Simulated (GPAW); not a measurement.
BaTiO3 (Pm-3m): how ε∞ follows the gap

The empty bands of BaTiO3 (Pm-3m) are shifted up rigidly by Δ, and ε∞ is computed for each shift.

Symmetry: Pm-3m, No. 221, cubic system. The conventional cell has a = 4.006 Å, b = 4.006 Å, c = 4.006 Å, α = 90.00°, β = 90.00°, γ = 90.00°. Ba on site b has 12 O at 2.83 Å as nearest neighbours. Around Ti on site a lie 6 O at 2.00 Å. O on site d is surrounded by 2 Ti at 2.00 Å.

Method: GPAW 26.7.0, LDA, RPA, k-mesh 8×8×8, local fields up to 50 eV, Lorentzian half width 0.15 eV.

Launch of the response step: `OMP_NUM_THREADS=1 python df.py`. The series took 4.5 min in all, its band step included, on 1 thread of Arm Neoverse V1, with other jobs on the host.

```
Δ (eV)     ε∞
  0.00  6.321
  0.40  5.954
  0.80  5.644
  1.20  5.380
  1.60  5.151
  2.00      ?
```

With one effective transition at E₀ and fixed dipole strength, ε∞ − 1 = A/(E₀ + Δ), so 1/(ε∞ − 1) is linear in Δ.

Working, on the rows shown:

| x = Δ (eV) | y = 1/(ε∞ − 1) |
| --- | --- |
| 0 | 0.187935 |
| 0.4 | 0.201857 |
| 0.8 | 0.215332 |
| 1.2 | 0.228311 |
| 1.6 | 0.240906 |

Means: x̄ = 0.8, ȳ = 0.21487. Σ(x − x̄)(y − ȳ) = 0.05296, Σ(x − x̄)² = 1.6. Slope = 0.05296 / 1.6 = 0.0331; intercept = ȳ − slope · x̄ = 0.18839. Turned back into ε∞, the line misses the rows shown by at most 0.013.

Fill in the last column of the withheld row.

At x = 2 the line gives y = 0.25459, that is 4.928. The run gave 4.948, so the extrapolation is off by 0.02, 1.5 % of the range in the table.

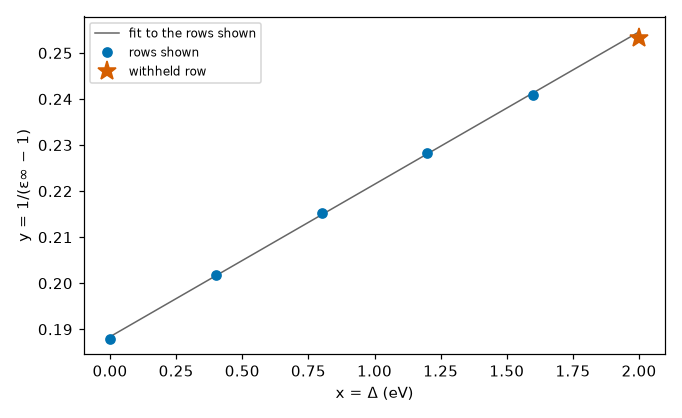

Refitted with all rows, the slope is 0.03264 and the intercept 0.18864. These give E₀ = intercept/slope = 5.8 eV, far above the least direct gap of 1.83 eV: most of the screening comes from transitions well over the edge. Over the first step ε∞ falls by 15 % per eV. Excitons are left out; LDA gaps are as a rule too small. The values come from a sum over the points of one k-mesh and carry its error, which grows as the direct gap shrinks. This version of GPAW has incomplete matrix elements in the optical limit, which can lower ε − 1 by up to a tenth where first-row anions or d states rule. Spin-orbit coupling is left out.

[Logs are printed without paths, hosts, clocks, repeated set-up lines and the standing remarks that a program may print on its own settings, such as how far it seeks lower states.]
